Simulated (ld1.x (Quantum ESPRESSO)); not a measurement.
# A TM potential for Ru, from input to tests

Do these settings give a usable potential? It is generated, then checked for transferability, scattering, ghosts and hardness.

The numbers are computed with ld1.x (Quantum ESPRESSO) 7.5 (PBEsol, scalar-relativistic, spin-unpolarised reference atom).

## (1) The design

Typed settings, in words:

- element: ruthenium (Ru, Z = 44)
- type: norm-conserving Troullier–Martins (Kleinman–Bylander form)
- frozen core: [Ar] 3d10 4s2
- valence charge: 14
- reference configuration: 4p6 4d7 5s0.5 5p0 (charge +0.5)
- partial waves: 5s (bound): rc 2.80 bohr; 4d (bound): rc 1.35 bohr; 4p (bound): rc 1.75 bohr
- local potential: the p channel
- core correction: a·sin(br)/r model core inside 0.90 bohr

## (2) Generation

Input file Ru.in:

```
 &input
   title='Ru', zed=44., rel=1, dft='PBESOL', iswitch=3,
   config='[Kr] 4d7 5s0.5 5p0',
   nld=3, rlderiv=3.05, eminld=-6.0, emaxld=5.0, deld=0.02
 /
 &inputp
   pseudotype=2, tm=.true., lloc=1,
   nlcc=.true., rcore=0.90,
   file_pseudopw='Ru.UPF', file_wfcaegen='ae.wfc', file_wfcncgen='nc.wfc', file_beta='beta', file_chi='chi'
 /
3
5S  1  0   0.50   0.00  2.80  2.80  0.0
4D  3  2   7.00   0.00  1.35  1.35  0.0
4P  2  1   6.00   0.00  1.75  1.75  0.0
 &test
   configts(1)='4p6 4d7 5s0.5 5p0'
 /
```

Started as:

```sh
$ ld1.x < Ru.in > Ru.out
```

Output in Ru.out (without the banner and most projector matrices):

```text
     Program LD1 v.7.5
     --------------------------- All-electron run ----------------------------

     Ru
     scalar relativistic calculation

     atomic number is 44.00
     dft =PBESOL   lsd =0 sic =0 latt =0  beta=0.20 tr2=1.0E-14
     Exchange-correlation= PBESOL
                           (   1   4  10   8   0   0   0)
     mesh =1233 r(mesh) = 101.06970 a.u. xmin = -7.00 dx = 0.01250
     1 Ry =  13.60569312 eV, c = 137.03599908

     n l     nl                  e(Ry)          e(Ha)          e(eV)
     1 0     1S 1( 2.00)     -1611.6804      -805.8402    -21928.0294
     2 0     2S 1( 2.00)      -231.9591      -115.9796     -3155.9649
     2 1     2P 1( 6.00)      -207.8125      -103.9063     -2827.4337
     3 0     3S 1( 2.00)       -41.0396       -20.5198      -558.3722
     3 1     3P 1( 6.00)       -33.1060       -16.5530      -450.4300
     4 0     4S 1( 2.00)        -5.8686        -2.9343       -79.8467
     4 1     4P 1( 6.00)        -3.6698        -1.8349       -49.9306
     3 2     3D 1(10.00)       -20.3302       -10.1651      -276.6069
     4 2     4D 1( 7.00)        -0.6420        -0.3210        -8.7355
     5 0     5S 1( 0.50)        -0.5342        -0.2671        -7.2687
     5 1     5P 1( 0.00)        -0.2433        -0.1217        -3.3107

     final scf error:  6.4E-15 reached in  28 iterations

     Etot =   -9056.658789 Ry,   -4528.329395 Ha, -123222.120203 eV

     Ekin =    9364.771049 Ry,    4682.385524 Ha,  127414.201059 eV
     Encl =  -21841.697665 Ry,  -10920.848833 Ha, -297171.435716 eV
     Eh   =    3682.177043 Ry,    1841.088521 Ha,   50098.570866 eV
     Exc  =    -261.909216 Ry,    -130.954608 Ha,   -3563.456412 eV

     normalization and overlap integrals

     s(1S/1S) =  1.000000  <r> =   0.0334  <r2> =    0.0015  r(max) =   0.0216
     s(2S/2S) =  1.000000  <r> =   0.1457  <r2> =    0.0250  r(max) =   0.1229
     s(2P/2P) =  1.000000  <r> =   0.1270  <r2> =    0.0197  r(max) =   0.0981
     s(3S/3S) =  1.000000  <r> =   0.4030  <r2> =    0.1859  r(max) =   0.3600
     s(3P/3P) =  1.000000  <r> =   0.4033  <r2> =    0.1891  r(max) =   0.3555
     s(4S/4S) =  1.000000  <r> =   1.0190  <r2> =    1.1778  r(max) =   0.9193
     s(4P/4P) =  1.000000  <r> =   1.1290  <r2> =    1.4635  r(max) =   0.9785
     s(3D/3D) =  1.000000  <r> =   0.3843  <r2> =    0.1768  r(max) =   0.3022
     s(4D/4D) =  1.000000  <r> =   1.6717  <r2> =    3.4622  r(max) =   1.2102
     s(5S/5S) =  1.000000  <r> =   3.1792  <r2> =   11.5784  r(max) =   2.6600
     s(5P/5P) =  1.000000  <r> =   4.3837  <r2> =   22.3498  r(max) =   3.5019

     ------------------------ End of All-electron run ------------------------

     --------------------- Generating NC pseudopotential ---------------------

      Generating local pot.: lloc=1, matching radius rcloc =   1.7500

      Computing core charge for nlcc:

       r > 0.91 : true rho core
       r < 0.91 : rho core = a sin(br)/r    a=   7.19  b=   2.75

      Integrated core pseudo-charge :   3.84

      Wfc   5S  rcut= 2.832  Using Troullier-Martins method

      Wfc   4D  rcut= 1.338  Using Troullier-Martins method

     ------------------- End of pseudopotential generation -------------------

     [... the all-electron block is printed once more ...]


     Computing logarithmic derivative in   3.03308
     Computing logarithmic derivative in   3.03308
     Computing the partial wave expansion
     R is outside the sphere for l=    0 j= 0.00
       no projector for channel:   1
     R is outside the sphere for l=    2 j= 0.00

     ---------------------- Testing the pseudopotential ----------------------

     Ru
     scalar relativistic calculation

     atomic number is 44.00   valence charge is 14.00
     dft =PBESOL   lsd =0 sic =0 latt =0  beta=0.20 tr2=1.0E-14
     mesh =1233 r(mesh) = 101.06970 xmin = -7.00 dx = 0.01250

     n l     nl             e AE (Ry)        e PS (Ry)    De AE-PS (Ry)
     2 1     4P   1( 6.00)       -3.66983       -3.66984        0.00000
     3 2     4D   1( 7.00)       -0.64205       -0.64204       -0.00001
     1 0     5S   1( 0.50)       -0.53424       -0.53424        0.00000
     3 1     5P   1( 0.00)       -0.24333       -0.25120        0.00787  !

     eps = 8.0E-15  iter = 16

     Etot =   -9056.658789 Ry,   -4528.329395 Ha, -123222.120203 eV
     Etotps =  -142.206208 Ry,     -71.103104 Ha,   -1934.814022 eV

     Ekin =      60.664575 Ry,      30.332287 Ha,     825.383590 eV
     Encl =    -290.918105 Ry,    -145.459052 Ha,   -3958.142459 eV
     Ehrt =     113.937420 Ry,      56.968710 Ha,    1550.197575 eV
     Ecxc =     -23.652455 Ry,     -11.826227 Ha,    -321.808044 eV
     (Ecc =      -5.051862 Ry,      -2.525931 Ha,     -68.734083 eV)
     Epseu=      -2.237643 Ry,      -1.118821 Ha,     -30.444684 eV

     ---------------------- End of pseudopotential test ----------------------
```

Run time: 2 s. Hardware: 1 thread, shared host. (Generation and the later configuration tests together.)

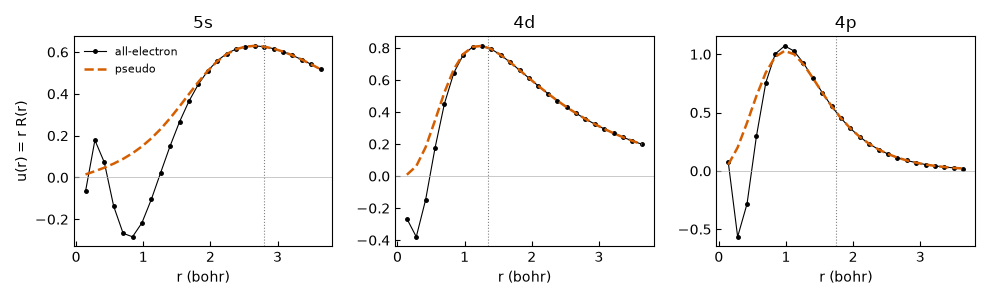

Bound waves of the atom and their pseudo partners (5s, 4d, 4p), with the matching radii dotted. The curves join 26 sampled radii, too few to resolve the innermost nodes.

## (3) Configuration tests

Input file Ru.test.in:

```
 &input
   title='Ru', zed=44., rel=1, dft='PBESOL', iswitch=2,
   config='[Kr] 4d7 5s0.5 5p0'
 /
 &test
   file_pseudo='Ru.UPF', nconf=8,
   configts(1)='4p6 4d7 5s0.5 5p0',
   configts(2)='4p6 4d7 5s1 5p0',
   configts(3)='4p6 4d7 5s0 5p0',
   configts(4)='4p6 4d6 5s0 5p0',
   configts(5)='4p6 4d6 5s2 5p0',
   configts(6)='4p6 4d7 5s0 5p1',
   configts(7)='4p5 4d7 5s1 5p0',
   configts(8)='4p6 4d6 5s1 5p0'
 /
```

Started as:

```sh
$ ld1.x < Ru.test.in > Ru.test.out
```

Ru.test.out, the pseudopotential blocks:

```text
     ---------------------- Testing the pseudopotential ----------------------

     Ru
     scalar relativistic calculation

     atomic number is 44.00   valence charge is 14.00
     dft =PBESOL   lsd =0 sic =0 latt =0  beta=0.20 tr2=1.0E-14
     mesh =1233 r(mesh) = 101.06970 xmin = -7.00 dx = 0.01250

     n l     nl             e AE (Ry)        e PS (Ry)    De AE-PS (Ry)
     2 1     4P   1( 6.00)       -3.66983       -3.66984        0.00000
     3 2     4D   1( 7.00)       -0.64205       -0.64204       -0.00001
     1 0     5S   1( 0.50)       -0.53424       -0.53424        0.00000
     3 1     5P   1( 0.00)       -0.24333       -0.25120        0.00787  !

     eps = 7.6E-15  iter = 16

     Etot =   -9056.658789 Ry,   -4528.329395 Ha, -123222.120204 eV
     Etotps =  -142.206208 Ry,     -71.103104 Ha,   -1934.814024 eV

     Ekin =      60.664575 Ry,      30.332287 Ha,     825.383587 eV
     Encl =    -290.918105 Ry,    -145.459052 Ha,   -3958.142458 eV
     Ehrt =     113.937420 Ry,      56.968710 Ha,    1550.197575 eV
     Ecxc =     -23.652455 Ry,     -11.826227 Ha,    -321.808044 eV
     (Ecc =      -5.051862 Ry,      -2.525931 Ha,     -68.734083 eV)
     Epseu=      -2.237643 Ry,      -1.118821 Ha,     -30.444684 eV

     ---------------------- End of pseudopotential test ----------------------

     ---------------------- Testing the pseudopotential ----------------------

     Ru
     [...]
     n l     nl             e AE (Ry)        e PS (Ry)    De AE-PS (Ry)
     2 1     4P   1( 6.00)       -3.40883       -3.41066        0.00183
     3 2     4D   1( 7.00)       -0.38341       -0.38389        0.00048
     1 0     5S   1( 1.00)       -0.31370       -0.31322       -0.00048
     3 1     5P   1( 0.00)       -0.06357       -0.06856        0.00499

     eps = 3.9E-15  iter = 16

     Etot =   -9056.870064 Ry,   -4528.435032 Ha, -123224.994752 eV
     Etotps =  -142.417386 Ry,     -71.208693 Ha,   -1937.687252 eV
     dEtot_ae =      -0.211275 Ry
     dEtot_ps =      -0.211178 Ry,   Delta E=      -0.000097 Ry

     [...]
     ---------------------- End of pseudopotential test ----------------------

     ---------------------- Testing the pseudopotential ----------------------

     Ru
     [...]
     n l     nl             e AE (Ry)        e PS (Ry)    De AE-PS (Ry)
     2 1     4P   1( 6.00)       -3.95459       -3.95244       -0.00215
     3 2     4D   1( 7.00)       -0.92212       -0.92170       -0.00042
     1 0     5S   1( 0.00)       -0.76879       -0.76980        0.00101
     3 1     5P   1( 0.00)       -0.44196       -0.45299        0.01103  !

     eps = 7.6E-15  iter = 17

     Etot =   -9056.333607 Ry,   -4528.166804 Ha, -123217.695881 eV
     Etotps =  -141.880733 Ry,     -70.940366 Ha,   -1930.385712 eV
     dEtot_ae =       0.325182 Ry
     dEtot_ps =       0.325475 Ry,   Delta E=      -0.000293 Ry

     [...]
     ---------------------- End of pseudopotential test ----------------------

     ---------------------- Testing the pseudopotential ----------------------

     Ru
     [...]
     n l     nl             e AE (Ry)        e PS (Ry)    De AE-PS (Ry)
     2 1     4P   1( 6.00)       -4.87726       -4.87364       -0.00361
     3 2     4D   1( 6.00)       -1.77344       -1.77212       -0.00132
     1 0     5S   1( 0.00)       -1.39537       -1.39512       -0.00025
     3 1     5P   1( 0.00)       -0.97839       -1.00016        0.02177  !

     eps = 7.8E-15  iter = 14

     Etot =   -9054.997085 Ry,   -4527.498543 Ha, -123199.511572 eV
     Etotps =  -140.545054 Ry,     -70.272527 Ha,   -1912.212881 eV
     dEtot_ae =       1.661704 Ry
     dEtot_ps =       1.661153 Ry,   Delta E=       0.000550 Ry

     [...]
     ---------------------- End of pseudopotential test ----------------------

     ---------------------- Testing the pseudopotential ----------------------

     Ru
     [...]
     n l     nl             e AE (Ry)        e PS (Ry)    De AE-PS (Ry)
     2 1     4P   1( 6.00)       -3.64181       -3.65035        0.00854  !
     3 2     4D   1( 6.00)       -0.56417       -0.56770        0.00353
     1 0     5S   1( 2.00)       -0.38422       -0.38214       -0.00208
     3 1     5P   1( 0.00)       -0.09814       -0.10648        0.00834  !

     eps = 5.6E-15  iter = 17

     Etot =   -9056.746930 Ry,   -4528.373465 Ha, -123223.319419 eV
     Etotps =  -142.291380 Ry,     -71.145690 Ha,   -1935.972848 eV
     dEtot_ae =      -0.088141 Ry
     dEtot_ps =      -0.085172 Ry,   Delta E=      -0.002969 Ry

     [...]
     ---------------------- End of pseudopotential test ----------------------

     ---------------------- Testing the pseudopotential ----------------------

     Ru
     [...]
     n l     nl             e AE (Ry)        e PS (Ry)    De AE-PS (Ry)
     2 1     4P   1( 6.00)       -3.52916       -3.51850       -0.01065  !
     3 2     4D   1( 7.00)       -0.49827       -0.49020       -0.00807  !
     1 0     5S   1( 0.00)       -0.39329       -0.38878       -0.00450
     3 1     5P   1( 1.00)       -0.12630       -0.12844        0.00215

     eps = 6.4E-15  iter = 16

     Etot =   -9056.611397 Ry,   -4528.305699 Ha, -123221.475407 eV
     Etotps =  -142.164774 Ry,     -71.082387 Ha,   -1934.250294 eV
     dEtot_ae =       0.047392 Ry
     dEtot_ps =       0.041433 Ry,   Delta E=       0.005958 Ry

     [...]
     ---------------------- End of pseudopotential test ----------------------

     ---------------------- Testing the pseudopotential ----------------------

     Ru
     [...]
     n l     nl             e AE (Ry)        e PS (Ry)    De AE-PS (Ry)
     2 1     4P   1( 5.00)       -4.32449       -4.33386        0.00936  !
     3 2     4D   1( 7.00)       -1.20050       -1.20226        0.00176
     1 0     5S   1( 1.00)       -0.87998       -0.87396       -0.00602  !
     3 1     5P   1( 0.00)       -0.51688       -0.53380        0.01692  !

     eps = 2.3E-15  iter = 12

     Etot =   -9053.021886 Ry,   -4526.510943 Ha, -123172.637621 eV
     Etotps =  -138.561701 Ry,     -69.280851 Ha,   -1885.227988 eV
     dEtot_ae =       3.636903 Ry
     dEtot_ps =       3.644506 Ry,   Delta E=      -0.007604 Ry

     [...]
     ---------------------- End of pseudopotential test ----------------------

     ---------------------- Testing the pseudopotential ----------------------

     Ru
     [...]
     n l     nl             e AE (Ry)        e PS (Ry)    De AE-PS (Ry)
     2 1     4P   1( 6.00)       -4.22012       -4.22319        0.00307
     3 2     4D   1( 6.00)       -1.13335       -1.13431        0.00096
     1 0     5S   1( 1.00)       -0.86789       -0.86563       -0.00226
     3 1     5P   1( 0.00)       -0.51188       -0.52618        0.01430  !

     eps = 3.3E-15  iter = 14

     Etot =   -9056.125560 Ry,   -4528.062780 Ha, -123214.865249 eV
     Etotps =  -141.672196 Ry,     -70.836098 Ha,   -1927.548422 eV
     dEtot_ae =       0.533229 Ry
     dEtot_ps =       0.534012 Ry,   Delta E=      -0.000783 Ry

     [...]
     ---------------------- End of pseudopotential test ----------------------
```

Excitation and ionisation energies from 4p6 4d7 5s0.5 5p0, with the error of the potential.

| valence configuration | charge | ΔE all-electron (eV) | error AE − PS (meV) |
| --- | --- | --- | --- |
| 4p6 4d7 5s1 5p0 | 0 | -2.875 | -1.3 |
| 4p6 4d7 5s0 5p0 | +1 | 4.424 | -4.0 |
| 4p6 4d6 5s0 5p0 | +2 | 22.609 | +7.5 |
| 4p6 4d6 5s2 5p0 | 0 | -1.199 | -40 |
| 4p6 4d7 5s0 5p1 | 0 | 0.645 | +81 |
| 4p5 4d7 5s1 5p0 | +1 | 49.483 | -103 |
| 4p6 4d6 5s1 5p0 | +1 | 7.255 | -11 |

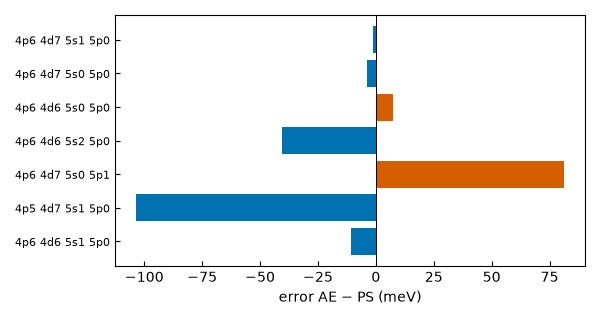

Error of the potential in each test configuration.

## (4) Logarithmic derivatives

Taken from the files of the generation run. The phase is arctan(r·u′/u) with u = r·R, unwrapped, with energies in Ry. A pole is an energy at which the radial function vanishes at the test radius. The pseudo phase is shifted by a multiple of π to meet the all-electron one at the reference energy. Levels narrower than the energy grid can be missing from the poles. n/a: a narrow level or a reset projector energy made the automatic matching unsafe. The last column is the largest difference on the grid between −1 and +1 Ry.

| channel | radius (bohr) | reference (Ry) | poles AE | poles PS | window around the reference with phases within 0.05 rad (Ry) | largest difference near zero (rad) |
| --- | --- | --- | --- | --- | --- | --- |
| s | 3.03 | -0.53 | 0.84 | -3.74, 0.80 | n/a | n/a |
| p | 3.03 | -3.67 | -3.65, 1.82 | -3.65, 1.64 | below -0.4 | 0.132 |
| d | 3.03 | -0.64 | -0.46, 3.69 | -0.46, 3.53 | below 1.1 | 0.014 |

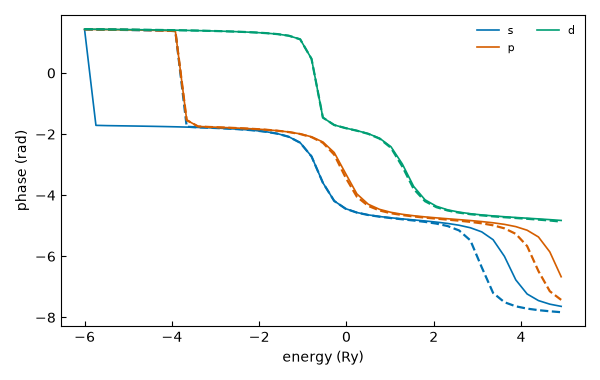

Phases by channel: all-electron solid, pseudo dashed.

## (5) Cutoff and ghost test in a Bessel basis

This step uses the generator's waves and projectors in a separate script. Basis: spherical Bessel functions vanishing at 20 bohr, q² up to the cutoff; potential fixed at the reference.

All-electron valence levels (Ry): 5s -0.5342, 4d -0.6421, 4p -3.6698, 5p -0.2433. The lowest levels of each channel (Ry) by cutoff; the last column sums, over occupied levels, occupation times the distance from the level at 400 Ry. A positive value at high cutoff is not a bound level.

| cutoff (Ry) | s #1 | s #2 | d #1 | p #1 | p #2 | f #1 | Σ f·Δε (mRy) |
| --- | --- | --- | --- | --- | --- | --- | --- |
| 8 | -1.8203 | -0.5296 | -0.1416 | -2.6233 | -0.1801 | 0.0330 | 9784.7 |
| 15 | -3.4063 | -0.5338 | -0.3317 | -3.4990 | -0.2314 | 0.0330 | 3198.1 |
| 25 | -3.7327 | -0.5342 | -0.5310 | -3.6633 | -0.2493 | 0.0330 | 816.4 |
| 45 | -3.7409 | -0.5342 | -0.6342 | -3.6694 | -0.2511 | 0.0330 | 57.3 |
| 55 | -3.7417 | -0.5342 | -0.6408 | -3.6697 | -0.2512 | 0.0330 | 9.7 |
| 60 | -3.7419 | -0.5342 | -0.6415 | -3.6698 | -0.2512 | 0.0330 | 4.1 |
| 70 | -3.7420 | -0.5342 | -0.6420 | -3.6698 | -0.2512 | 0.0330 | 0.6 |
| 90 | -3.7420 | -0.5342 | -0.6420 | -3.6698 | -0.2512 | 0.0330 | 0.3 |
| 400 | -3.7420 | -0.5342 | -0.6421 | -3.6698 | -0.2512 | 0.0330 | 0.0 |

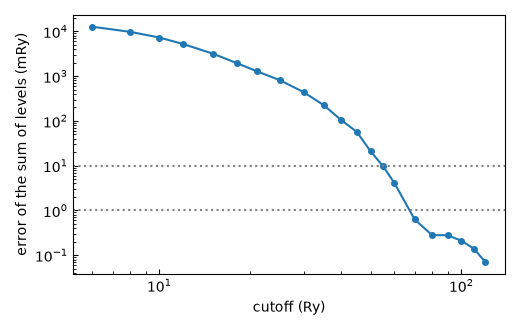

Occupation-weighted error of the valence levels against the cutoff; the dotted lines mark 10 and 1 mRy.

The sum stays within 10 mRy from 55 Ry and within 1 mRy from 70 Ry. The sum leaves out empty levels, which can need more. Ghost test: ghost state, bound below the all-electron valence or empty levels of the same l: s at -50.9 eV.

## (6) Results

```
                                                quantity                          value
               cutoffs for 10 and 1 mRy, occupied levels                55 Ry and 70 Ry
                                            bound ghosts                 s at -50.91 eV
                            largest test error (AE − PS)  -103 meV, for 4p5 4d7 5s1 5p0
largest phase difference near zero energy, channels read                      0.132 rad
```

A bound ghost (s) makes it unfit for use: electrons can fall into a state that the atom doesn't have. By total energies transferability is fair for so large an energy: the largest error is 103 meV on 49.5 eV, for 4p5 4d7 5s1 5p0. That test lies far up in energy; among those under 40 eV, nearer to bonding, the largest error is 81 meV. It counts as of middling hardness, with 55 Ry needed at the looser tolerance. The slowest occupied level is 4d: taken alone it needs 60 Ry to come within 1 mRy, against 35 Ry for 4p. Of the channels read, p scatters worst near zero energy, by up to 0.13 rad. The pseudo curves have a pole with no partner nearby in the atom's: s at -3.74 Ry. All of this concerns the isolated atom, not yet a solid.
